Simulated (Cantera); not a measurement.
Input: 1 mol C₂F₆, 0.3 mol H₂, at 750 Torr.

Equilibrium computed with Cantera from the NASA thermochemical tables; the gas is ideal and each condensed phase is pure. Candidate condensed phases: C, C₆H₆, C₇H₈, C₈H₁₈; 95 gas species. The feed counts by its element totals alone. The tables' values for C₂F₄ are old estimates; treat these amounts as uncertain. Gases not in the tables: C₂F₆ and larger saturated fluorocarbons. Rates play no part.

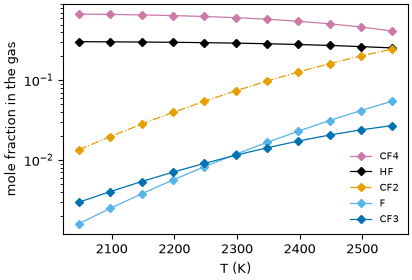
Figure. Equilibrium gas composition (values under 1e-9 drawn at 1e-9)

From 2048 K to 2548 K the condensed part is C(graphite). The main C-bearing gas is CF₄ throughout. The share of C in condensed phases is highest at 2048 K (31.8 %) and lowest at 2548 K (18.6 %).
